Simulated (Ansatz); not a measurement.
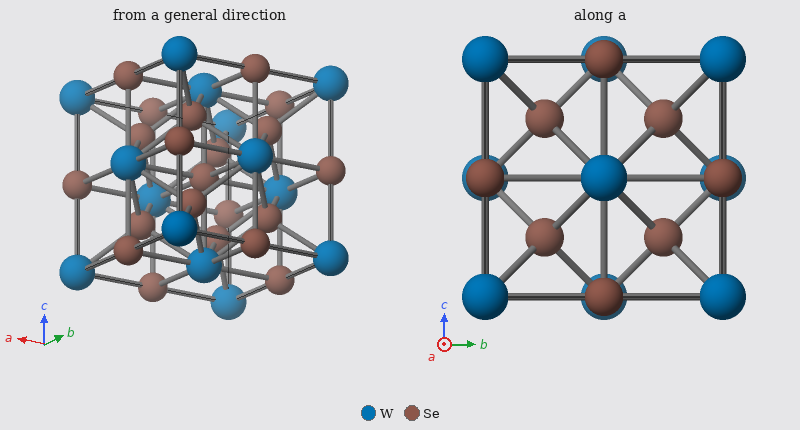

Shown here is a ball-and-stick view of the crystal, taken from a general direction and along the a axis. Lines trace the edges of the conventional unit cell.

The box has a = 6.545 Å, b = 6.545 Å, c = 6.545 Å, α = 90.00°, β = 90.00°, γ = 90.00°.

Sticks mark Se–W up to 3.57 Å (cut-off distances).

**Which compound is drawn?**

WSe₃. The cell holds 4 W, 12 Se, counting shared atoms by their share.

**What kind of lattice is this?**

Face-centred cubic.

**Which space group does it belong to?**

Fm-3m (No. 225), with W on 4a, Se on 4b and Se on 8c.

**Which known structure type is this?**

D0₃ (BiF₃ or Fe₃Al type).

**What extended units do the bonds make?**

The bonds build a three-dimensional framework.

Its origin is a textbook structure type filled with these elements (whether it is the usual form wasn't checked). The structure drawn was relaxed with Ansatz, DFT PBE, scalar-relativistic, plane waves, PAW.
